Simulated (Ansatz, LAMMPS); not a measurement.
# Glassy 50SiO2-43CaO-7P2O5 (mol %) (85 atoms): geometry optimisation, part 3 of 3

How does glassy 50SiO2-43CaO-7P2O5 (mol %) (85 atoms) relax, and what do bonds, charges and levels look like afterwards?

Ansatz 0.2.0; Kohn-Sham DFT, PBE, PAW (set soft_2), plane waves.

The cell: 15 Si, 13 Ca, 4 P and 53 O. The quench rate of 30 K/ps far exceeds what a furnace or splat quench reaches. The network of bonds at the start is that of the classical potential that made the cell. Only the Γ point is sampled, in a cell whose shortest periodic width is 11 Å.

So far, density (g/cm³): step 5 (structure statistics after relaxation) 2.74.

## 6. Single point at the relaxed geometry

The electronic structure is read at the final geometry, in a run of its own.

File input.yaml:

```yaml
crystal:
  lattice:
    - [10.50408, 0.0, 0.0]
    - [0.0, 10.50408, 0.0]
    - [0.0, 0.0, 10.50408]
  atoms:
    - { symbol: Si, position: [0.78342, 0.3639, 0.13781] }
    - { symbol: Si, position: [0.79975, 0.31501, 0.84798] }
    - { symbol: Si, position: [0.1897, 0.97533, 0.05483] }
    - { symbol: Si, position: [0.84474, 0.97199, 0.36093] }
    - { symbol: Si, position: [0.85342, 0.64205, 0.0656] }
    - { symbol: Si, position: [0.2337, 0.23183, 0.36919] }
    - { symbol: Si, position: [0.3829, 0.99478, 0.43133] }
    - { symbol: Si, position: [0.13764, 0.87815, 0.33434] }
    - { symbol: Si, position: [0.47038, 0.61126, 0.39798] }
    - { symbol: Si, position: [0.37557, 0.36429, 0.95821] }
    - { symbol: Si, position: [0.46738, 0.08184, 0.98293] }
    - { symbol: Si, position: [0.57284, 0.49592, 0.77899] }
    - { symbol: Si, position: [0.06072, 0.60729, 0.27897] }
    - { symbol: Si, position: [0.29992, 0.47757, 0.21748] }
    - { symbol: Si, position: [0.95307, 0.22762, 0.32456] }
    - { symbol: Ca, position: [0.91337, 0.08763, 0.63724] }
    - { symbol: Ca, position: [0.29181, 0.99806, 0.74201] }
    - { symbol: Ca, position: [0.63282, 0.8009, 0.85839] }
    - { symbol: Ca, position: [0.56114, 0.81534, 0.17645] }
    - { symbol: Ca, position: [0.20761, 0.71612, 0.58146] }
    - { symbol: Ca, position: [0.61599, 0.83228, 0.51667] }
    - { symbol: Ca, position: [0.54977, 0.16634, 0.69346] }
    - { symbol: Ca, position: [0.09449, 0.52464, 0.84886] }
    - { symbol: Ca, position: [0.95063, 0.43633, 0.58061] }
    - { symbol: Ca, position: [0.79602, 0.60956, 0.36003] }
    - { symbol: Ca, position: [0.59141, 0.13979, 0.28517] }
    - { symbol: Ca, position: [0.83741, 0.97165, 0.07839] }
    - { symbol: Ca, position: [0.0572, 0.23425, 0.94342] }
    - { symbol: P, position: [0.20667, 0.2601, 0.6626] }
    - { symbol: P, position: [0.91879, 0.77454, 0.64855] }
    - { symbol: P, position: [0.609, 0.3882, 0.51232] }
    - { symbol: P, position: [0.3135, 0.75439, 0.90813] }
    - { symbol: O, position: [0.55335, 0.39704, 0.65263] }
    - { symbol: O, position: [0.24934, 0.63219, 0.94342] }
    - { symbol: O, position: [0.69532, 0.42935, 0.84888] }
    - { symbol: O, position: [0.2811, 0.37294, 0.33304] }
    - { symbol: O, position: [0.75683, 0.18318, 0.77721] }
    - { symbol: O, position: [0.59913, 0.68495, 0.35393] }
    - { symbol: O, position: [0.9991, 0.53034, 0.3944] }
    - { symbol: O, position: [0.59515, 0.63939, 0.73899] }
    - { symbol: O, position: [0.11634, 0.16178, 0.73204] }
    - { symbol: O, position: [0.38022, 0.59923, 0.27095] }
    - { symbol: O, position: [0.99701, 0.93132, 0.36259] }
    - { symbol: O, position: [0.43975, 0.77876, 0.97991] }
    - { symbol: O, position: [0.19607, 0.91149, 0.19602] }
    - { symbol: O, position: [0.48718, 0.01332, 0.84424] }
    - { symbol: O, position: [0.3219, 0.77879, 0.76195] }
    - { symbol: O, position: [0.76915, 0.52201, 0.13022] }
    - { symbol: O, position: [0.86034, 0.10723, 0.2725] }
    - { symbol: O, position: [0.49236, 0.93173, 0.34536] }
    - { symbol: O, position: [0.44728, 0.46684, 0.8647] }
    - { symbol: O, position: [0.94658, 0.67929, 0.19555] }
    - { symbol: O, position: [0.83427, 0.74151, 0.52954] }
    - { symbol: O, position: [0.73836, 0.45325, 0.50559] }
    - { symbol: O, position: [0.10556, 0.19459, 0.28846] }
    - { symbol: O, position: [0.75518, 0.76307, 0.04038] }
    - { symbol: O, position: [0.57397, 0.0296, 0.08374] }
    - { symbol: O, position: [0.46999, 0.23681, 0.954] }
    - { symbol: O, position: [0.05104, 0.0373, 0.02834] }
    - { symbol: O, position: [0.21221, 0.86869, 0.94186] }
    - { symbol: O, position: [0.15647, 0.52933, 0.18429] }
    - { symbol: O, position: [0.40503, 0.68391, 0.51319] }
    - { symbol: O, position: [0.83112, 0.28866, 0.00369] }
    - { symbol: O, position: [0.77422, 0.00073, 0.49352] }
    - { symbol: O, position: [0.35322, 0.13138, 0.35138] }
    - { symbol: O, position: [1.0, 0.64971, 0.67784] }
    - { symbol: O, position: [0.93569, 0.24266, 0.47521] }
    - { symbol: O, position: [0.76067, 0.8887, 0.264] }
    - { symbol: O, position: [0.65829, 0.30715, 0.19616] }
    - { symbol: O, position: [0.91292, 0.34232, 0.22713] }
    - { symbol: O, position: [0.24029, 0.92436, 0.44439] }
    - { symbol: O, position: [0.9377, 0.35673, 0.79199] }
    - { symbol: O, position: [0.02418, 0.87776, 0.62406] }
    - { symbol: O, position: [0.82607, 0.83021, 0.75049] }
    - { symbol: O, position: [0.51082, 0.45935, 0.42667] }
    - { symbol: O, position: [0.60427, 0.24627, 0.48407] }
    - { symbol: O, position: [0.34094, 0.22699, 0.70582] }
    - { symbol: O, position: [0.43838, 0.00349, 0.57507] }
    - { symbol: O, position: [0.14089, 0.72384, 0.35237] }
    - { symbol: O, position: [0.19615, 0.21338, 0.51835] }
    - { symbol: O, position: [0.3149, 0.0676, 0.03587] }
    - { symbol: O, position: [0.38229, 0.41402, 0.10634] }
    - { symbol: O, position: [0.22602, 0.3477, 0.92781] }
    - { symbol: O, position: [0.93821, 0.59785, 0.95245] }
    - { symbol: O, position: [0.16418, 0.39925, 0.6618] }
kpoints:
  mp_grid: { grid: [1, 1, 1] }
hamiltonian:
  xc: pbe
scf:
  occupations: { method: fermi_dirac, width: 0.025 }
output:
  forces: true
  stress: true
  populations: intrinsic
  dos:
    method: { smearing: { sigma: 0.08 } }
    de: 0.1
    projected: { site_lists: { Ca: [Ca], O: [O], P: [P], Si: [Si] } }
  eigenvalues: true
  write_density: true
  write_potential: true
  volumetric_format: npy
  elf: true
```

On the command line:

```bash
$ ansatz run input.yaml --threads 4 --pin off --max-ram 8192MiB --backend cpu --events-out ev --progress --plain --runs-dir out
```

Numbers of over 12 decimals in the logs are rounded to 6 here.

Output:

```text
[...]
Crystal: 85 atoms, lattice volume = 1158.975 Å³
Basis set: ecut = 420 eV, 22743 PW (Γ), exchange–correlation on 144×144×144 points (8 copies of the dense FFT grid, shifted against one another)
Bands: 349, of which v1, the nominal top of the filled ones, is band 264 counted from 1 (263 counted from 0)
Symmetry: 1 space group operations
[...]
k-points: 1
[...]
SCF iter   1: F=—  HF=-66358.645113 eV  |F-HF|=—  |Δ(HF+E_count)|=         —  Δρ=1.93e-3  dr2=4.83e-2  ethr=1.77e-3  ⟨swp⟩=10.0  Hψ=2154  notcnv=0  defer=74
[...]
SCF iter   9: F=-66358.648989 eV  HF=-66358.648989 eV  |F-HF|=1.60e-8  |Δ(HF+E_count)|=   6.28e-8  Δρ=1.34e-6  dr2=1.93e-8  ethr=1.89e-11  ⟨swp⟩=26.0  Hψ=3830  notcnv=0
SCF 1 converged in 9 iterations: F = -66358.648989 eV  dr2 = 1.93e-8
[...]
SCF converged after 9 iterations
Free energy (F): -66358.648989 eV
[...]
Internal energy: -66358.648989 eV  (E = F + TS)
E sigma→0 (E₀):  -66358.648989 eV
Fermi energy:    6.573600 eV
[...]
--- Forces (eV/Å), atoms counted from 1 ---
  atom   1  Si     0.01047367     0.00337593     0.00506460
  atom   2  Si    -0.00154939    -0.00447048     0.00562160
  atom   3  Si    -0.00952603     0.00804313     0.01017175
  atom   4  Si    -0.00760163    -0.00533536     0.00512682
  atom   5  Si    -0.00336364     0.00143881    -0.00363056
  atom   6  Si    -0.00532022     0.00279111     0.00032473
  atom   7  Si    -0.01611810     0.00809076    -0.00326295
  atom   8  Si    -0.01026332    -0.00115148    -0.00529154
  atom   9  Si    -0.00086639    -0.00587146    -0.00311445
  atom  10  Si     0.00555858    -0.00493774    -0.00963187
  atom  11  Si     0.00784851     0.00091804     0.00050685
  atom  12  Si     0.00909218     0.00232644    -0.00106265
  atom  13  Si    -0.01533568     0.00113601     0.00548166
  atom  14  Si    -0.00029404    -0.00363167     0.01189757
[...]
atom  84  O      0.00485955     0.00231451    -0.00172848
  atom  85  O      0.00161836    -0.00093746    -0.00142170
  max |Σ_I F_I| component: 8.85e-5 eV/Å
--- Stress (GPa, compression-positive) ---
       -1.434172       1.295194      -0.354823
        1.295192       1.344136       0.500508
       -0.354824       0.500505       2.197450
  P = ⅓ Tr σ = 0.7025 GPa (7.025 kbar)
--- Band table (eV) ---
[...]
--- intrinsic populations: 85 sites ---
  site symbol       q [e]
     0     Si      2.3561
     1     Si      2.4238
     2     Si      2.3401
[...]
84      O      7.0840
  spilling = -0.000000 (of n_electrons = 528.000000)
```

Elapsed: 17 s, on 4 threads of Arm Neoverse V2, shared host; peak memory 1.4 GiB.

Numbers from this run:

```
free energy                                      : -66358.6490 eV
free energy per atom                             : -780.6900 eV/atom
SCF cycles                                       : 9
pressure                                         : 0.7025 GPa
r.m.s. force component                           : 0.00541 eV/Å
longest force                                    : 0.02534 eV/Å
Fermi energy                                     : 6.574 eV
gap (highest filled to lowest empty level) : 4.009 eV
```

Intrinsic-atomic-orbital charges by element and coordination:

```csv
element,coordination,atoms,mean charge (e),spread,least,most
Ca,all,13,1.75,0.0131,1.73,1.77
Ca,5,4,1.75,0.0159,1.73,1.77
Ca,6,9,1.75,0.0114,1.73,1.77
O,all,53,-1.05,0.126,-1.26,-0.877
O,2,19,-0.954,0.0999,-1.14,-0.877
O,3,24,-1.08,0.102,-1.20,-0.926
O,4,10,-1.18,0.072,-1.26,-0.979
P,all,4,2.09,0.0306,2.05,2.14
Si,all,15,1.65,0.0612,1.55,1.75
```

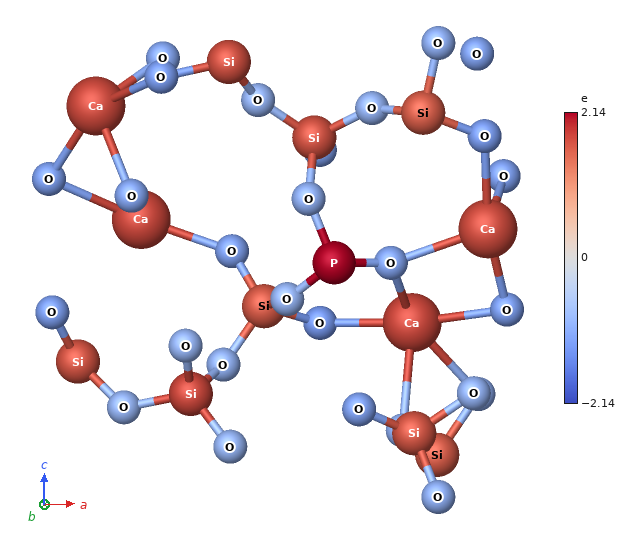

Atoms coloured by intrinsic-atomic-orbital charge. Drawn is a slice 5 Å thick, seen along the normal of the ac plane. Bonds to atoms that aren't drawn are left out.

States in the cell by windows of 1 eV, zero at the Fermi level; the larger projections on atomic orbitals stand beside the total:

```csv
from (eV),to (eV),total,O p,Si p
-10,-9,12.5,8.6,1.3
-9,-8,17.9,12.7,2.1
-8,-7,15.7,11.7,1.5
-7,-6,39.7,30.9,3.0
-6,-5,47.3,40.7,2.5
-5,-4,63.5,58.3,1.4
-4,-3,62.5,59.0,0.8
-3,-2,42.0,40.1,0.5
-2,-1,1.1,1.0,0.0
-1,1,0.0,0.0,0.0
1,2,1.2,0.0,0.0
2,3,3.1,0.1,0.1
3,4,20.2,0.8,1.0
4,5,51.5,2.2,4.0
```

The curve was stored every 0.10 eV, coarse against its broadening of 0.08 eV, so these counts are rough.

Between -26 and -10 eV lie 200 more states.

About 26 of the 528 electrons lie in deeper levels, below the stored range.

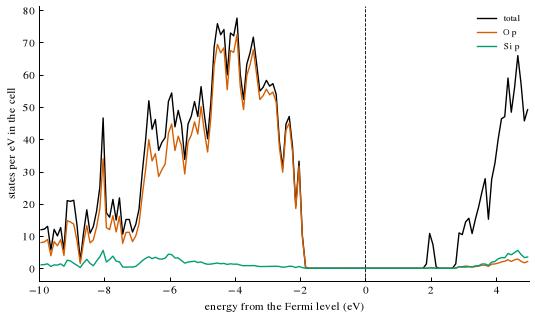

Total and projected density of states, with the broadening of the input.

The levels nearest the highest filled one (over half full), pooled over k-points and spins:

```csv
level less the highest filled one (eV),occupation
-0.283,2
-0.266,2
-0.246,2
-0.0756,2
-0.0307,2
0,2
4.01,0
4.91,0
5.08,0
5.20,0
5.37,0
5.49,0
```

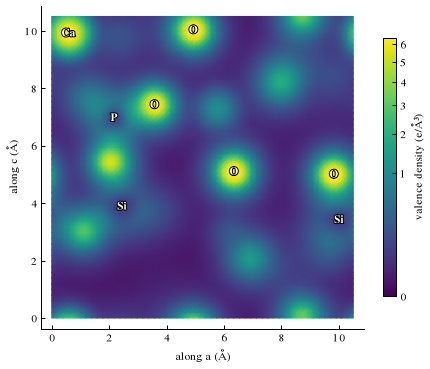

Valence density in the ac plane at fractional y = 0.243, with atoms of Si and Ca and P and O within 0.2 Å of it. It is the smooth field of the valence electrons, not physical close to the nuclei. The colour scale is stretched toward low values.

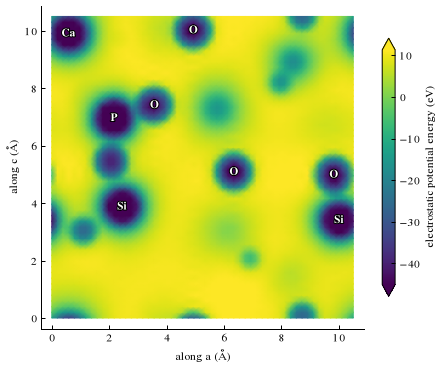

Electrostatic potential energy in the ac plane at fractional y = 0.243, with atoms of Si and Ca and P and O within 0.2 Å of it. With pseudopotentials it is smooth inside the atoms' cores, unlike the true potential.

Mean intrinsic-atomic-orbital charges: Ca +1.75, O -1.05, P +2.09, Si +1.65 e.

The surroundings of O72, which has 4 bonded neighbours where the commonest count for O is 3, nearest first, numbered as they follow in the input and with coordinates relative to it.

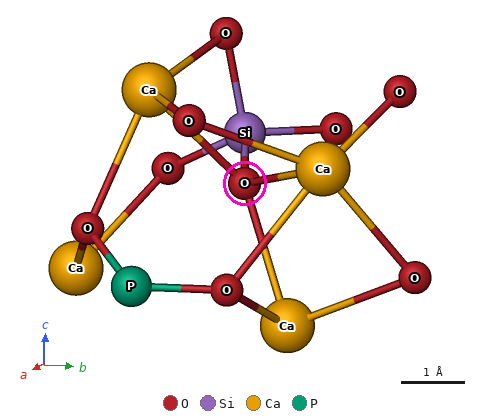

The atoms of the table, within 3.4 Å (arrows a, b, c point along x, y, z); some may hide others; the central atom is ringed.

```csv
atom,x,y,z,distance (Å),bonds,intrinsic-atomic-orbital charge (e)
O72,0.00,0.00,0.00,0.00,4,-1.22
Si2,-1.45,-0.44,0.59,1.62,4,1.58
Ca24,0.14,0.84,-2.22,2.38,6,1.73
Ca28,1.26,-1.29,1.59,2.40,5,1.77
Ca23,1.65,1.76,0.60,2.49,6,1.74
O63,-1.12,-0.72,2.22,2.59,3,-0.97
O37,-1.90,-1.82,-0.16,2.64,3,-1.18
O35,-2.55,0.76,0.60,2.72,2,-0.90
O85,2.38,0.45,-1.37,2.78,3,-1.08
O41,1.88,-2.05,-0.63,2.85,4,-1.16
O84,0.01,2.53,1.69,3.04,2,-1.13
Ca16,-0.26,-2.83,-1.63,3.27,5,1.73
P29,2.83,-1.02,-1.36,3.30,4,2.09
O83,3.03,-0.09,1.43,3.35,3,-1.20
O66,0.65,3.08,-1.20,3.37,4,-1.17
```

The column of bonds counts only the pairs O-Si within 2.08 Å, O-Ca within 2.93 Å, O-P within 2.02 Å; other neighbours, such as metal atoms beside each other in a compound, aren't counted, and periodic images can show an atom twice.

## 7. Other settings

Changed here: scf.lower_state_search = "light" and scf.mixing.preconditioner = "kerker_dos".

File input.yaml:

```yaml
crystal:
  lattice:
    - [10.50408, 0.0, 0.0]
    - [0.0, 10.50408, 0.0]
    - [0.0, 0.0, 10.50408]
  atoms:
    [... the 85 atom lines of step 3 ...]
kpoints:
  mp_grid: { grid: [1, 1, 1] }
hamiltonian:
  xc: pbe
scf:
  occupations: { method: fermi_dirac, width: 0.025 }
  lower_state_search: light
  mixing: { preconditioner: kerker_dos }
output:
  forces: true
  stress: true
  populations: true
  dos:
    method: { smearing: { sigma: 0.08 } }
    de: 0.1
    projected: { site_lists: { Ca: [Ca], O: [O], P: [P], Si: [Si] } }
  eigenvalues: true
```

Output:

```text
[...]
Crystal: 85 atoms, lattice volume = 1158.975 Å³
Basis set: ecut = 420 eV, 22743 PW (Γ), exchange–correlation on 144×144×144 points (8 copies of the dense FFT grid, shifted against one another)
Bands: 349, of which v1, the nominal top of the filled ones, is band 264 counted from 1 (263 counted from 0)
Symmetry: 1 space group operations
[...]
k-points: 1
[...]
SCF iter   1: F=—  HF=-66349.948539 eV  |F-HF|=—  |Δ(HF+E_count)|=         —  Δρ=2.05e-3  dr2=5.33e-2  ethr=1.77e-3  ⟨swp⟩=11.0  Hψ=2290  notcnv=0  defer=28
[...]
SCF iter   9: F=-66349.957559 eV  HF=-66349.957559 eV  |F-HF|=1.25e-8  |Δ(HF+E_count)|=   8.08e-8  Δρ=1.25e-6  dr2=9.86e-9  ethr=1.89e-11  ⟨swp⟩=18.0  Hψ=2333  notcnv=0
SCF 1 converged in 9 iterations: F = -66349.957559 eV  dr2 = 9.86e-9
[...]
SCF converged after 9 iterations
Free energy (F): -66349.957559 eV
[...]
Internal energy: -66349.957559 eV  (E = F + TS)
E sigma→0 (E₀):  -66349.957559 eV
Fermi energy:    6.465948 eV
[...]
--- Forces (eV/Å), atoms counted from 1 ---
  atom   1  Si     3.72695928     3.50407806     1.50637849
  atom   2  Si    -0.41192470     2.84570070    -0.57237744
  atom   3  Si     1.21424294    -2.69125528     0.76587730
  atom   4  Si     1.86321439     1.16066260    -2.81058189
  atom   5  Si     0.53981325    -0.06904947    -0.77713261
  atom   6  Si    -3.32124484     1.99880013     1.86832912
  atom   7  Si    -0.06662648    -1.07018383    -2.53414224
  atom   8  Si    -2.54854072    -0.60382191    -3.26462963
  atom   9  Si     1.38476559    -2.27603709     0.27939546
  atom  10  Si    -0.43825701    -0.08253354     0.11663604
  atom  11  Si    -0.42964156    -0.32364906     0.56749451
  atom  12  Si     0.35219942    -3.00360728    -0.00427638
  atom  13  Si    -1.71794247     0.44827887    -1.30862194
  atom  14  Si    -0.90808280    -1.81252866     0.82283569
[...]
atom  84  O      1.82548922    -1.20944046    -2.80281240
  atom  85  O     -0.92707494     0.97872964     0.37178870
  max |Σ_I F_I| component: 3.58e-5 eV/Å
--- Stress (GPa, compression-positive) ---
        3.432615       2.828399      -0.705597
        2.828399       5.686237       0.605068
       -0.705596       0.605064       9.376322
  P = ⅓ Tr σ = 6.1651 GPa (61.651 kbar)
--- Band table (eV) ---
[...]
--- Löwdin populations: 85 sites ---
  site symbol       q [e]
     0     Si      2.2935
     1     Si      2.3554
     2     Si      2.2870
[...]
84      O      6.9894
  spilling = 0.015073 (of n_electrons = 528.000000)
```

Elapsed: 15 s, on 4 threads; peak memory 1.4 GiB; 58 s of CPU time.

Geometry and reference: those of the single point at the start.

Forces differ from those of the single point at the start by 0.011 meV/Å r.m.s., 7.0e-4 % of their size. It took 0.97 times the reference's time (shared host, so rough).

## 8. Summary of results

```json
{"energy change in the relaxation": "-102.3 meV/atom", "r.m.s. displacement": "0.387 Å", "largest displacement": "0.993 Å", "free energy per atom": "-780.6900 eV/atom", "pressure": "0.7025 GPa", "r.m.s. force component": "0.00541 eV/Å", "gap (highest filled to lowest empty level)": "4.009 eV", "wall time of the 4 DFT runs": "3.9 min"}
```

**Reading.** Relaxation lowers the energy by 102 meV/atom and moves atoms by 0.39 Å r.m.s.; the r.m.s. force component goes from 1.4 to 0.0054 eV/Å, the pressure goes from 6.2 to 0.70 GPa, and the gap from 3.14 to 4.01 eV. By the final cutoffs 7 of 146 bonded pairs parted and 11 joined. First to last step the energy falls by 8.691 eV; the largest move, 0.99 Å, is that of Ca28. The O-Ca bonds change most in mean length: from 2.470 Å (spread 0.159) to 2.419 Å (spread 0.147), and their number from 70 to 74. With the cutoffs above, 69 % of Ca atoms have 6, 45 % of O atoms have 3, all P atoms have 4 and all Si atoms have 4 bonded neighbours. 43 % of the oxygens bridge two formers (Si and P) and 57 % are non-bridging. The highest filled and lowest empty levels differ by 4.01 eV (at Γ alone); a semilocal functional tends to put such gaps too low. In a disordered cell it changes from sample to sample, and tail or defect levels can set it.

What to keep in mind: The starting topology of bonds comes from the classical model; in DFT 7 of its 146 bonded pairs passed out of the cutoffs and 11 came within them. The stress is far from hydrostatic: its diagonal is -1.4, 1.3, 2.2 GPa, compression counted positive.

[Logs are printed without paths, hosts, clocks, repeated set-up lines and the standing remarks that a program may print on its own settings, such as how far it seeks lower states.]

[Hosts, paths, dates, database ids (printed as entryN), source tags and the programs' standing remarks are cut or masked in the printed files.]
